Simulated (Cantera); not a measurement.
A closed system holds: 1 mol Fe, 0.013 mol O₂, 18 mol H₂, equilibrated at 5.40 bar.

These are equilibrium values from Cantera (NASA tables, ideal gas, pure condensed phases), not measurements of a reactor. Candidate condensed phases: Fe, FeO, Fe(OH)₂, Fe(OH)₃, Fe₂O₃, Fe₃O₄, H₂O; 12 gas species. Equilibrium is a limit: real reactors are often held back by kinetics, nucleation or transport.

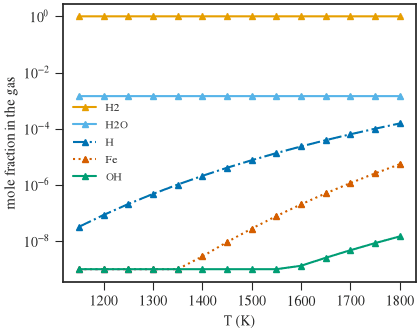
Fig. 1. Equilibrium gas composition (values under 1e-9 drawn at 1e-9)

**Question.** Read off the mole fractions at 1700 K.

**Answer.** H₂ about 1.00, H₂O about 0.0014, H about 6.3e-5, Fe about 1.2e-6.
